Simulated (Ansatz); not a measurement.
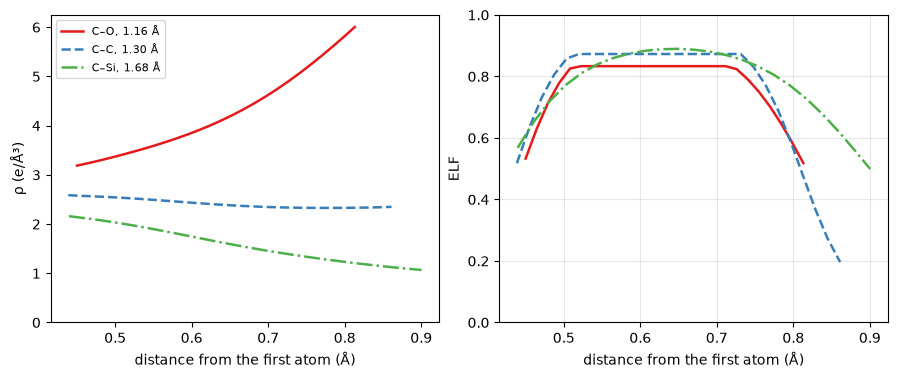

Figure. C2OSi (SMILES O=C=C=[Si]). Electron density and electron localisation function along straight lines between neighbouring atoms. The curves leave out the atomic cores.

Geometry: PBE0-D3(BJ)/def2-SVP.

The calculation used isolated molecule in a Gaussian basis; Kohn-Sham density functional theory, functional PBE0 (Ansatz 0.2.0).

> What kind of bonding do the profiles show?

C–O (1.16 Å): ρ at the midpoint is about 3.7 e/Å³; the ELF peaks at about 0.85 between the atoms: a multiple bond.
C–C (1.30 Å): ρ is about 2.4 e/Å³ halfway; the ELF peaks at about 0.85 between the atoms (a multiple bond).
C–Si (1.68 Å): ρ is about 1.2 e/Å³ halfway; the ELF peaks at about 0.90 between the atoms: a covalent bond.
